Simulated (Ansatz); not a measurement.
**C$_{6}$H$_{15}$ClO$_{3}$Sn (SMILES CC[O][Sn]([Cl])([O]CC)[O]CC): density, localisation and related maps**

```xyz
26

C    -1.6695    0.9010    3.7644
C    -1.0004   -0.1010    2.8573
O    -0.2929    0.6101    1.8504
Sn    0.7089   -0.3667    0.5130
Cl    2.1910   -1.8505    1.4710
O     1.6206    0.9851   -0.5298
C     2.5323    0.5916   -1.5470
C     3.0994    1.8360   -2.1828
O    -0.4582   -1.4580   -0.5975
C    -1.4982   -0.8244   -1.3294
C    -2.2508   -1.8809   -2.0995
H    -0.9256    1.5500    4.2302
H    -2.3646    1.5251    3.1993
H    -2.2254    0.3869    4.5526
H    -0.3145   -0.7335    3.4361
H    -1.7527   -0.7623    2.4060
H     2.0243   -0.0209   -2.3043
H     3.3419   -0.0173   -1.1236
H     3.6213    2.4406   -1.4387
H     2.3021    2.4407   -2.6193
H     3.8063    1.5696   -2.9728
H    -2.1819   -0.2947   -0.6519
H    -1.0855   -0.0774   -2.0215
H    -2.6794   -2.6177   -1.4174
H    -3.0610   -1.4272   -2.6761
H    -1.5819   -2.4002   -2.7886
```

Geometry: PBE0-D4/def2-TZVP; core potentials replace the inner electrons of Sn.

These are results of Ansatz, RKS PBE0-D4/def2-TZVPP, not measurements.

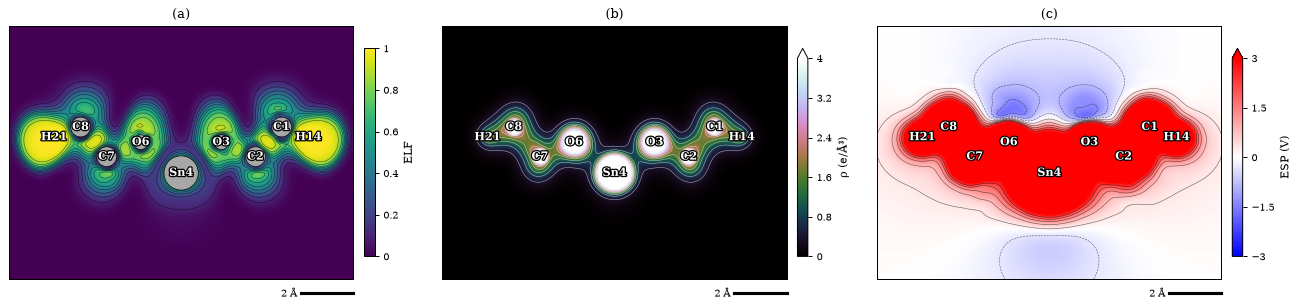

Figure 1. (a) ELF; (b) electron density; (c) molecular electrostatic potential on the plane of atoms O3, Sn4 and O6. Grey discs cover the atomic cores in the ELF map.

### Describe what can be read from this map.

- Atoms in the plane: C, O, Sn and H.
- C–O (1.42 Å): the density is about 2 e/Å³ at the midpoint, with its minimum of 1.7 e/Å³ about 0.5 Å from C; the ELF peaks at about 0.85 between the atoms: a shared but strongly polarised pair.
- C–C (1.51 Å): ρ at the midpoint is about 1.7 e/Å³; the ELF peaks at about 0.95 between the atoms (a shared electron pair).
- Sn–O (1.94 Å): the density is about 0.9 e/Å³ at the midpoint; the ELF peaks at about 0.80 in the valence shell of O, 0.6 Å from its nucleus, and drops to about 0.15 between the two atoms.
- C–H (1.09 Å): ρ is about 2 e/Å³ halfway; the ELF climbs to about 1 towards the hydrogen, as it does in any bond to H: an ordinary covalent bond to hydrogen.
- The ELF also peaks beside O3 and O6, away from the bonds: lone-pair regions.
- Outside the dense part of the molecule the potential is most negative (−1.6 V) near O3 and O6.

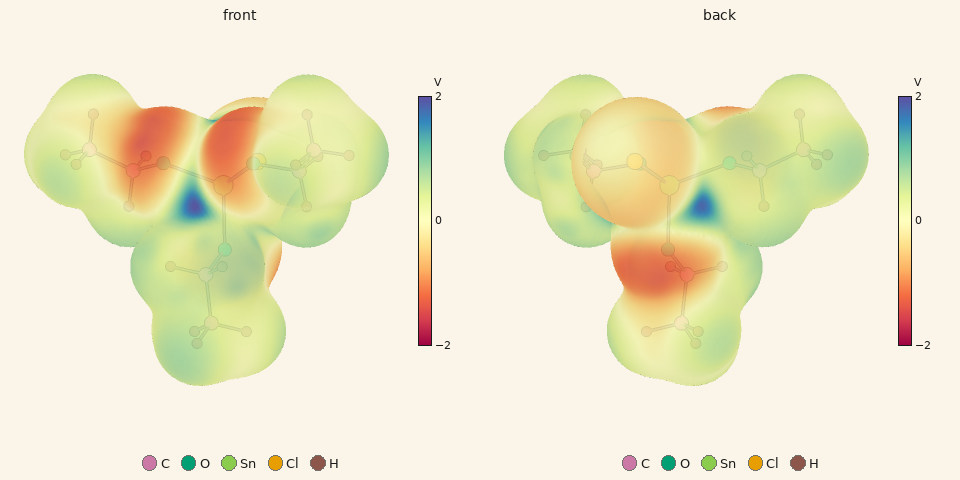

Figure 2. The molecular electrostatic potential painted on the density surface at 0.002 e/bohr³, seen from the front and from behind; red is negative and blue positive.

### Describe the electrostatic potential map.

The most negative region (about −1.3 V) lies over O3, O6 and O9, the most positive (about +1.7 V) over Sn4.

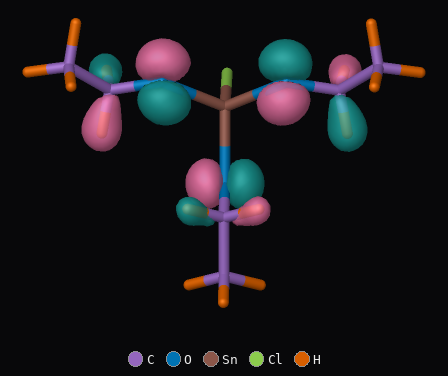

Figure 3. The HOMO−1 at ±0.15 Å⁻³ᐟ² (teal and pink are the two phases), seen across its widest extent.

### What is the character of this orbital?

Its weight (Hirshfeld) is mainly on O3 (about 25 %), O6 (about 25 %) and O9 (about 15 %). Its energy is −8.12 eV.
